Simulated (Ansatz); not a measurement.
Consider Cu3N (space group Pm-3m, No. 221; a = 3.765 Å).

Modification: As takes the place of N on all its sites; the structure is relaxed again.

Level of theory: Ansatz (a first-principles code) PBEsol, scalar-relativistic without spin-orbit coupling, earlier PAW set.

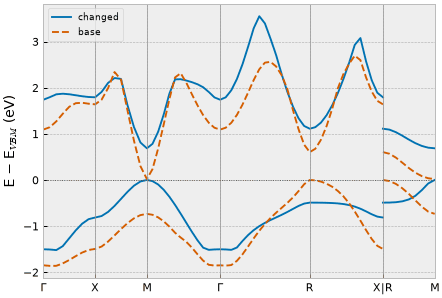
Fig. 1. Highest valence and lowest conduction band along the path, each from its own valence-band maximum

Task: Read the changed gap and its character from the plot.

Result: About 0.7 eV, direct at M.

No phonon test of stability was made. For Cu3As in this form, whether it has been made was not checked. All final runs are without spin polarisation.
